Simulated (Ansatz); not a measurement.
Starting cell, AlN (wurtzite):

```xyz
4
Lattice="3.1067 0.0000 0.0000 -1.5534 2.6905 0.0000 0.0000 0.0000 4.9785" Properties=species:S:1:pos:R:3 pbc="T T T"
Al     0.0000     1.7937     4.9615
Al     1.5534     0.8968     2.4723
N      0.0000     1.7937     1.8829
N      1.5534     0.8968     4.3721
```

In each cell atom 4 (N, nearest neighbour Al at 1.888 Å; its periodic images, 3.1 Å or more away, move with it) moves by s·(0.707, 0.707, 0.000) (along Cartesian [110]), the rest being held.

Level of theory: r2SCAN (plane waves to 500 eV, PAW, scalar-relativistic; Ansatz, a first-principles code). k mesh 10×10×6 (Γ-centred), Fermi-Dirac smearing 0.05 eV. Energies are smeared free energies. Left out: 1 of 11 points, with atoms too close for the PAW data. AlN was relaxed with its symmetry unable to fall. ΔE is measured from the undisplaced structure.

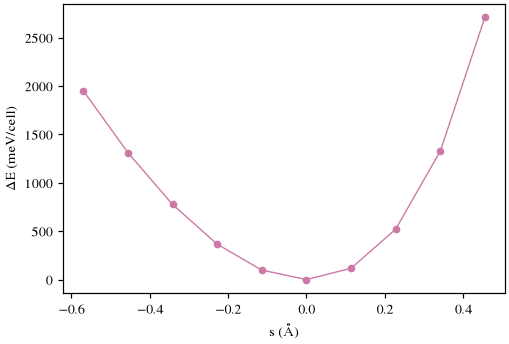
*ΔE (meV/cell) against s (Å); computed points joined by lines.*

Is the energy the same for displacements of ±0.456 Å, and if not, which side lies higher?

Not even: the positive side lies higher at ±0.456 Å.

What is the energy change at s = 0.456 Å?

About 2700 meV/cell.

(A displaced cell: forces are minus the slopes of the energy, force constants its curvatures, and phonons follow from these.)
